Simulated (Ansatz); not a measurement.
**Polymorphs of SbAs**

5 relaxations of SbAs ended in 4 distinct structures. These are PBEsol (plane waves to 420 eV, PAW, scalar-relativistic; Ansatz, a first-principles code) values and carry that method's errors.

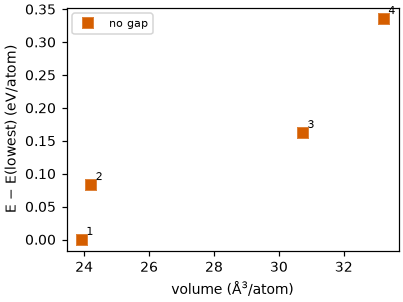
*Energy against volume of the distinct structures, numbered as in the table*

```csv
#,space group,Pearson,type,E − E(lowest) (eV/atom),V (Å³/atom),coordination,runs ending here
1,Fm-3m,cF8,rock salt type,0.00,23.93,"Sb 6 (octahedral), As 6 (octahedral)",1
2,P6₃/mmc,hP4,NiAs type,0.08,24.22,"Sb 6 (octahedral), As 6 (trigonal prismatic)",1
3,P6₃mc,hP4,–,0.16,30.74,–,1
4,F-43m,cF8,zinc blende type,0.34,33.23,"Sb 4 (tetrahedral), As 4 (tetrahedral)",2
```

Coordination numbers (neighbours up to the widest gap in distance over summed covalent radii, below 1.35; n+m marks a second, longer set). All are gapless at this level. Fm-3m, cF8, rock salt type is the lowest among the structures calculated here.

```cif
data_As4Sb4
_chemical_formula_sum 'Sb4 As4'
_space_group_name_H-M_alt 'Fm-3m'
_space_group_IT_number 225
_space_group_name_Hall '-F 4 2 3'
_cell_length_a 5.76324
_cell_length_b 5.76324
_cell_length_c 5.76324
_cell_angle_alpha 90.000
_cell_angle_beta 90.000
_cell_angle_gamma 90.000
loop_
_atom_site_label
_atom_site_type_symbol
_atom_site_symmetry_multiplicity
_atom_site_Wyckoff_symbol
_atom_site_fract_x
_atom_site_fract_y
_atom_site_fract_z
_atom_site_occupancy
Sb1 Sb 4 a 0.00000 0.00000 0.00000 1
As1 As 4 b 0.50000 0.50000 0.50000 1
```
(The calculation used a cell of 2 atoms; values per cell refer to that cell.)

Each run could gain symmetry but not lose that of its start, so entries can be saddle points. All of these are generated cells (placed on structure types, drawn at random, substituted or restacked) that were not matched to a known phase here. The real structure of this composition may not be among these. Energies are at zero temperature and pressure, without zero-point motion. No spin polarisation in the result.
